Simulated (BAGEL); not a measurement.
# GaH5O (SMILES [OH2+][GaH3-]) at RI-MP2/aug-cc-pVDZ (density fitting with qzvpp-jkfit)

Aim: the energy change on altering one bond length of GaH5O at RI-MP2/aug-cc-pVDZ (density fitting with qzvpp-jkfit), from 2 runs. 

The calculation is run with BAGEL 1.2.2.

6 further runs of the same task are left out: 3 that didn't finish, 3 set aside as unsound or not needed. Runs told in other sessions of the task aren't counted.

## (1) The structure to begin with

GaH5O: 7 atoms, total charge 0, spin state singlet. SMILES: `[OH2+][GaH3-]`. The shape is that of a PBE0-D4/def2-TZVP optimisation.

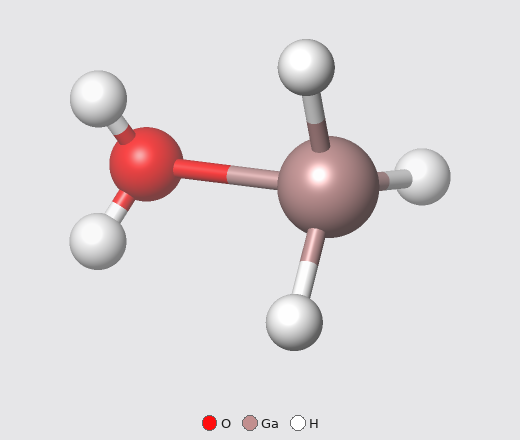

Viewed from a chosen angle; oxygen red, gallium pink, hydrogen white.

## (2) The energy at RI-MP2/aug-cc-pVDZ (density fitting with qzvpp-jkfit)

Contents of calc.json:

```json
{ "bagel": [

{
  "title": "molecule",
  "basis": "aug-cc-pvdz.json",
  "df_basis": "qzvpp-jkfit",
  "angstrom": true,
  "geometry": [
    { "atom": "O", "xyz": [   -0.245000,   -1.218100,   -0.170400 ] },
    { "atom": "Ga", "xyz": [    0.157500,    0.941300,   -0.135800 ] },
    { "atom": "H", "xyz": [   -0.952900,   -1.404300,    0.454600 ] },
    { "atom": "H", "xyz": [    0.531600,   -1.693700,    0.141100 ] },
    { "atom": "H", "xyz": [    0.082000,    1.250600,   -1.673300 ] },
    { "atom": "H", "xyz": [   -1.084700,    1.265700,    0.785600 ] },
    { "atom": "H", "xyz": [    1.572600,    0.790500,    0.552500 ] }
  ]
},
{ "title": "hf" },
{ "title": "mp2", "ncore": 10 }

]}
```

The basis set aug-cc-pVDZ is read from a file made from the Basis Set Exchange's data (not shown).

Started as:

```console
$ BAGEL_NUM_THREADS=1 BAGEL calc.json > calc.out
```

The program printed:

```text
* using 1 threads per process

  ===============================================================
  ===============================================================

  *** Geometry ***

  { "atom" : "O", "xyz" : [     -0.462983,     -2.301875,     -0.322009 ] },
  { "atom" : "Ga", "xyz" : [      0.297632,      1.778799,     -0.256625 ] },
  { "atom" : "H", "xyz" : [     -1.800720,     -2.653742,      0.859069 ] },
  { "atom" : "H", "xyz" : [      1.004578,     -3.200629,      0.266640 ] },
  { "atom" : "H", "xyz" : [      0.154958,      2.363291,     -3.162079 ] },
  { "atom" : "H", "xyz" : [     -2.049786,      2.391826,      1.484569 ] },
  { "atom" : "H", "xyz" : [      2.971783,      1.493829,      1.044074 ] },

  Number of auxiliary basis functions:      433

  Since a DF basis is specified, we compute 2- and 3-index integrals:
    o Being stored without compression. Storage requirement is 0.037 GB

  Number of basis functions:      104
  Number of electrons      :       44

    * METHOD: MOLECULE                             0.20

  *** RHF ***

  === Nuclear Repulsion ===
   118.4478120257

      * DIIS with orbital gradients will be used.

  === RHF iteration (aug-cc-pvdz.json) ===
      0      -2000.78378834          0.01813296           0.08
      1      -2000.91092091          0.01311064           0.07
      2      -2000.98557730          0.00138105           0.07
      3      -2000.98668242          0.00024759           0.07
      4      -2000.98672125          0.00007019           0.07
      5      -2000.98672463          0.00001340           0.08
      6      -2000.98672482          0.00000279           0.07
      7      -2000.98672483          0.00000051           0.07
      8      -2000.98672483          0.00000014           0.07
      9      -2000.98672483          0.00000005           0.07
     10      -2000.98672483          0.00000001           0.07
     11      -2000.98672483          0.00000000           0.07
    * SCF iteration converged.

    * Permanent dipole moment:
           (    0.138177,     1.386100,    -0.540064) a.u.

    * METHOD: HF                                   1.08

  *** RHF ***

  === Nuclear Repulsion ===
   118.4478120257

      * DIIS with orbital gradients will be used.

  === RHF iteration (aug-cc-pvdz.json) ===
      0      -2000.98672483          0.00000000           0.07
    * SCF iteration converged.

    * Permanent dipole moment:
           (    0.138177,     1.386100,    -0.540064) a.u.

  === DF-MP2 calculation ===

    * freezing 10 orbitals
    * 3-index integral transformation done
    * assembly done

      MP2 correlation energy:   -0.3300553721      0.05

      MP2 total energy:       -2001.3167802029

    * METHOD: MP2                                  0.21

  ===============================================================
```

Wall time 1.7 s (1 thread of Arm Neoverse V2, shared host); peak memory 0.13 GiB.

## (3) The distorted shape

Contents of input.json:

```json
{ "bagel" : [

{
  "title" : "molecule",
  "basis" : "aug-cc-pvdz.json",
  "df_basis" : "qzvpp-jkfit",
  "angstrom" : "true",
  "geometry" : [
    { "atom" : "O", "xyz" : [   -0.365746,   -1.865897,   -0.180780 ] },
    { "atom" : "Ga", "xyz" : [    0.157500,    0.941300,   -0.135800 ] },
    { "atom" : "H", "xyz" : [   -1.073646,   -2.052097,    0.444220 ] },
    { "atom" : "H", "xyz" : [    0.410854,   -2.341497,    0.130720 ] },
    { "atom" : "H", "xyz" : [    0.082000,    1.250600,   -1.673300 ] },
    { "atom" : "H", "xyz" : [   -1.084700,    1.265700,    0.785600 ] },
    { "atom" : "H", "xyz" : [    1.572600,    0.790500,    0.552500 ] }
  ]
},
{ "title" : "hf" },
{ "title" : "mp2", "ncore" : 10 }

]}
```

The basis set aug-cc-pVDZ is read from a file made from the Basis Set Exchange's data (not shown).

Started as:

```console
$ BAGEL_NUM_THREADS=1 BAGEL input.json > input.out
```

The program printed:

```text
* using 1 threads per process

  ===============================================================
  ===============================================================

  *** Geometry ***

  { "atom" : "O", "xyz" : [     -0.691160,     -3.526034,     -0.341625 ] },
  { "atom" : "Ga", "xyz" : [      0.297632,      1.778799,     -0.256625 ] },
  { "atom" : "H", "xyz" : [     -2.028897,     -3.877901,      0.839454 ] },
  { "atom" : "H", "xyz" : [      0.776402,     -4.424788,      0.247025 ] },
  { "atom" : "H", "xyz" : [      0.154958,      2.363291,     -3.162079 ] },
  { "atom" : "H", "xyz" : [     -2.049786,      2.391826,      1.484569 ] },
  { "atom" : "H", "xyz" : [      2.971783,      1.493829,      1.044074 ] },

  Number of auxiliary basis functions:      433

  Since a DF basis is specified, we compute 2- and 3-index integrals:
    o Being stored without compression. Storage requirement is 0.037 GB

  Number of basis functions:      104
  Number of electrons      :       44

    * METHOD: MOLECULE                             0.18

  *** RHF ***

  === Nuclear Repulsion ===
   101.4167052268

      * DIIS with orbital gradients will be used.

  === RHF iteration (aug-cc-pvdz.json) ===
      0      -2000.78434271          0.01721944           0.06
      1      -2000.90312085          0.01281869           0.06
      2      -2000.97868682          0.00125393           0.06
      3      -2000.97968581          0.00021829           0.06
      4      -2000.97971895          0.00005743           0.06
      5      -2000.97972171          0.00001302           0.06
      6      -2000.97972191          0.00000276           0.06
      7      -2000.97972192          0.00000058           0.06
      8      -2000.97972192          0.00000014           0.06
      9      -2000.97972192          0.00000004           0.06
     10      -2000.97972192          0.00000001           0.06
     11      -2000.97972192          0.00000000           0.06
    * SCF iteration converged.

    * Permanent dipole moment:
           (    0.071255,     1.023818,    -0.550726) a.u.

    * METHOD: HF                                   0.84

  *** RHF ***

  === Nuclear Repulsion ===
   101.4167052268

      * DIIS with orbital gradients will be used.

  === RHF iteration (aug-cc-pvdz.json) ===
      0      -2000.97972192          0.00000000           0.05
    * SCF iteration converged.

    * Permanent dipole moment:
           (    0.071255,     1.023818,    -0.550726) a.u.

  === DF-MP2 calculation ===

    * freezing 10 orbitals
    * 3-index integral transformation done
    * assembly done

      MP2 correlation energy:   -0.3264494323      0.04

      MP2 total energy:       -2001.3061713496

    * METHOD: MP2                                  0.16

  ===============================================================
```

Run time: 1.4 s. Hardware: 1 thread of Arm Neoverse V2, shared host; peak memory 0.13 GiB.

## (4) What came out

At RI-MP2/aug-cc-pVDZ (density fitting with qzvpp-jkfit), 10 core orbitals frozen:

```
                                                          quantity           value
                                         first shape: total energy  -2001.31678 Eh
         first shape: correlation energy (10 core orbitals frozen)      -330.1 mEh
                                     distorted shape: total energy  -2001.30617 Eh
     distorted shape: correlation energy (10 core orbitals frozen)      -326.4 mEh
energy change with the O1–Ga2 bond stretched from 2.197 to 2.856 Å        0.289 eV
```

What this shows: With the O1–Ga2 bond stretched from 2.197 to 2.856 Å the energy rises by 0.29 eV (27.9 kJ/mol). The first shape isn't relaxed at this level, so the change isn't measured from a minimum.
